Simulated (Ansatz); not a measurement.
Computed with PBE (plane waves to 420 eV, PAW; Ansatz, an electronic-structure program).

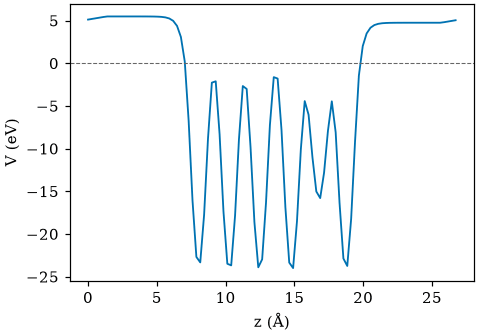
Planar average of the electrostatic potential across the slab, in eV from the Fermi level, for a constructed model of the (111) surface of fcc Ir, a layer of Ge in place of the second plane (bottom of the slab: a bare face, its two planes held)

Model: 6-atom slab, 10.9 Å thick at the start with caps and adatoms (thin: gaps and levels are the slab's own), 16x16x1 mesh, Fermi-Dirac 0.1 eV, dipole correction, 2 atoms held, the rest relaxed; start symmetry kept, larger cells not searched; no spin, no spin-orbit, no U. In PBE it is, or lies within 0.01 eV a 1x1 cell of, the lowest of the 2 structures of its composition computed so far; subsurface sites and larger cells were not tried.

The vacuum level lies 4.75 eV above the Fermi level over the top face and 5.48 eV above it under the bottom face.
